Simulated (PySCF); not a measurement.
```xyz
17

O     0.9179    1.8486   -2.2824
C     0.8014    1.8237   -1.0854
Si    0.5647    0.1941   -0.0704
P     2.5762   -0.5324    0.6570
C    -0.4600   -1.1212   -1.0027
C    -1.7121   -1.2259   -0.1851
C    -1.8304   -0.5144    0.9220
C    -0.7078    0.3837    1.3472
H     0.9008    2.7688   -0.5081
H     3.0080    0.7264    1.0488
H     3.1832   -0.4172   -0.5832
H    -0.6977   -0.8345   -2.0279
H     0.0349   -2.0926   -1.0557
H    -2.4899   -1.8902   -0.5323
H    -2.7113   -0.5562    1.5455
H    -0.3115    0.0507    2.3077
H    -1.0733    1.4006    1.4949
```

Geometry: GFN2-xTB.

These are results of PBE0/def2-SVPD, SCF density, gas phase in PySCF, not measurements.

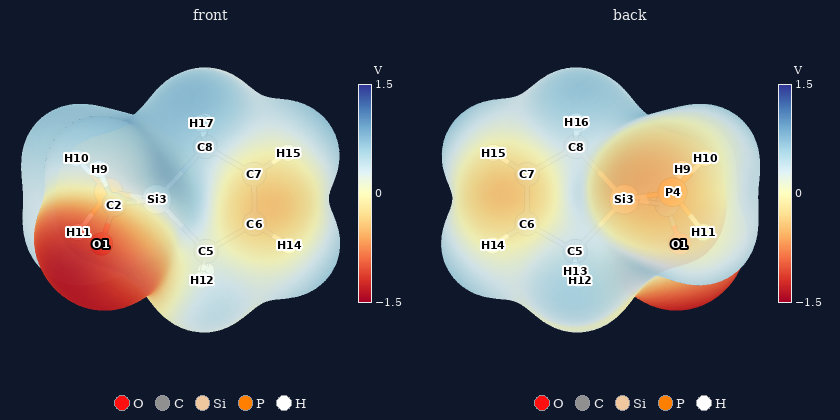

C5H9OPSi. The molecular electrostatic potential painted on the density surface at 0.001 e/bohr³, seen from the front and from behind; red is negative and blue positive.

**Which sites attract a positive test charge, and which a negative one?**

A positive charge is drawn to the negative regions and a negative charge to the positive ones. The most negative region (about −1.4 V, or −32 kcal/mol for a unit charge) lies over O1, the most positive (about +1.0 V, or +23 kcal/mol for a unit charge) over Si3. O1 is the likeliest acceptor of a hydrogen bond.
